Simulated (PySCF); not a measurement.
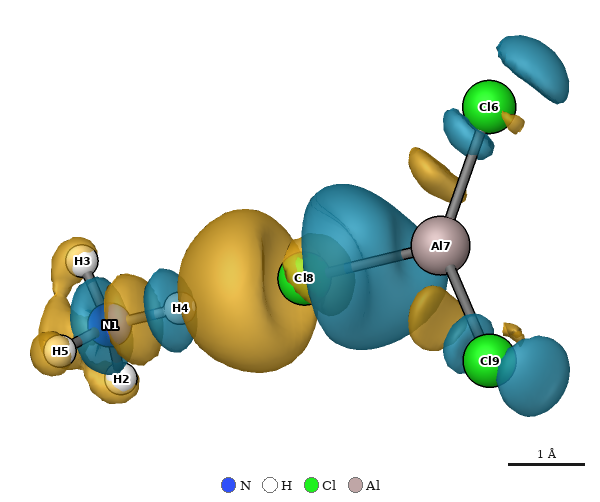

*AlCl$_{3}$H$_{4}$N, charge +1, SMILES `[NH4+].Cl[Al](Cl)Cl`. Density of the complex less the densities of the two fragments at the same geometry, ±0.01 e/Å³ (yellow: gain, teal: loss). Fragment A: NH4(+1) (atoms 1–5); fragment B: AlCl3.*

Level of theory: PBE0/aug-cc-pVDZ (PySCF), at a geometry from GFN2-xTB. GFN2-xTB bond lengths at metals and heavier atoms can be off by up to 0.1 Å and shapes distorted, which carries into these values.

Coordinates in Å:

```
N1      -4.1883   -0.0009   -0.0001
H2      -4.5256   -0.3420   -0.9043
H3      -4.5241    0.9533    0.1566
H4      -3.1123   -0.0020   -0.0002
H5      -4.5255   -0.6133    0.7475
Cl6      1.6187    1.8695   -0.0001
Al7      0.8743    0.0005    0.0001
Cl8     -1.2069   -0.0036    0.0001
Cl9      1.6258   -1.8657   -0.0001
```

**Which way does charge flow?**

Hirshfeld charges show 0.083 e passing from B to A. By Hirshfeld charges, electrons gather most on Cl8 (−0.043 e) and leave Al7 most (+0.042 e); 0.28 e is displaced in all.

**What is the interaction energy, and which contacts carry it?**

The counterpoise-corrected interaction energy of the frozen fragments is −9.1 kcal/mol without dispersion correction and −10.0 kcal/mol with D3(BJ). The pair geometry is semi-empirical, not a minimum at this level. Contacts: H4···Cl8, hydrogen bond, 1.91 Å, ρ = 0.045 a.u. The pose is a local one from a semi-empirical search, not shown to be the most stable.
